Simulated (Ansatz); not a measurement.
## Electronic structure of CH5AlO···H (doublet) in real space

The calculation's input:

```
crystal:
  periodic: [false, false, false]
  atoms:
    - { symbol: Al, position_ang: [0.0, 0.0, 0.0] }
    - { symbol: H, position_ang: [0.0, 0.0, 1.81] }
    - { symbol: O, position_ang: [1.5415, 0.0, -0.89] }
    - { symbol: H, position_ang: [1.8414, -0.9519, -1.0449] }
    - { symbol: C, position_ang: [-1.706, 0.0, -0.985] }
    - { symbol: H, position_ang: [-2.2662, -0.9305, -0.7558] }
    - { symbol: H, position_ang: [-2.3102, 0.8797, -0.6796] }
    - { symbol: H, position_ang: [-1.5043, 0.0508, -2.0753] }
    - { symbol: H, position_ang: [0.0, 0.0, 2.77] }
magnetization:
  spin_polarized: true
  initial_magnetization: 1
basis:
  gaussian: { orbitals: def2-SVP }
hamiltonian:
  xc: pbe0
relax:
  f_tol: 0.15
  max_steps: 25
  restrain:
    - { distance: [1, 8], at: 1.86, k: 30.0 }
    - { distance: [0, 1], at: 1.56, k: 30.0 }
output:
  orbitals: {}
```

Run with:

```sh
ansatz run input.yaml --threads 2 --pin off --max-ram 3072MiB --backend cpu --events-out ev --progress --plain --runs-dir out
```

The fields are those of the run's last geometry, not of the input's.

Theory: Ansatz 0.2.0, UKS PBE0/def2-SVP.

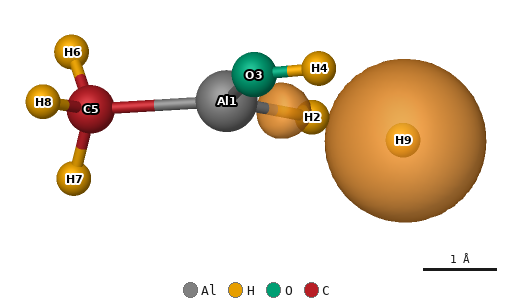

Figure 1. Isosurfaces of the spin density (α minus β) at +0.03 (orange) and −0.03 e/Å³ (purple), seen from one side.

Where is the unpaired spin?

The unpaired spin (1 electron) lies mostly on H9 (about 0.9), in electrons by Hirshfeld's partition. Only one sign reaches the isovalue.

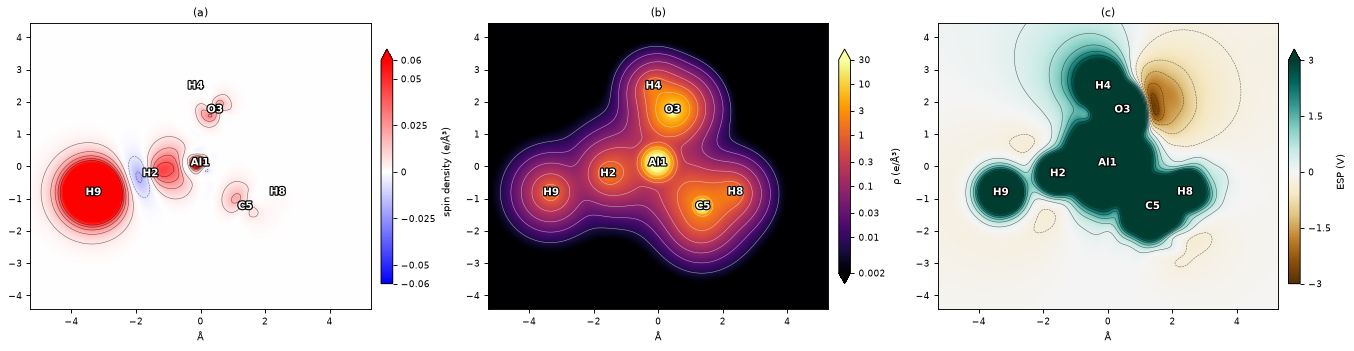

Figure 2. (a) spin density; (b) electron density; (c) molecular electrostatic potential on the plane of atoms H2, Al1 and C5.

Interpret the plot.

The plane passes through Al, H, O and C nuclei.
H2···H9 (1.86 Å): the density falls to about 0.13 e/Å³ on the way.
Al–O (1.71 Å): ρ is about 0.82 e/Å³ halfway.
C–Al (1.94 Å): ρ at the midpoint is about 0.73 e/Å³.
O–H (0.96 Å): ρ is about 3.6 e/Å³ halfway.
C–H (1.10 Å): ρ is about 1.9 e/Å³ halfway.

Outside the dense part of the complex the potential is most negative (−2.3 V) near O3.

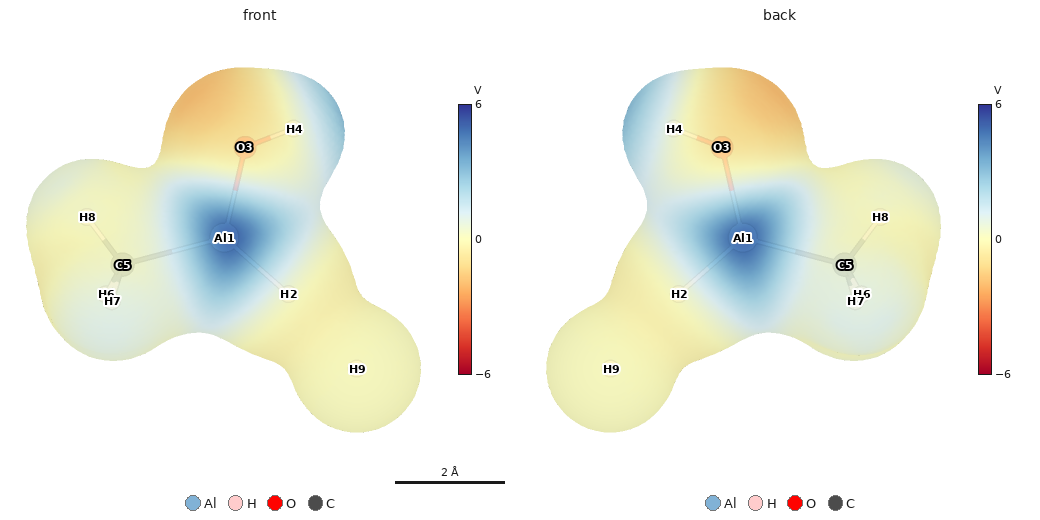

Figure 3. The electrostatic potential painted on the density surface at 0.004 e/bohr³, seen from the front and from behind; red is negative and blue positive.

Describe the electrostatic potential map.

The most negative region (about −1.9 V, or −44 kcal/mol for a unit charge) lies over O3, the most positive (about +4.9 V, or +113 kcal/mol for a unit charge) over Al1. O3 is the likeliest acceptor of a hydrogen bond.
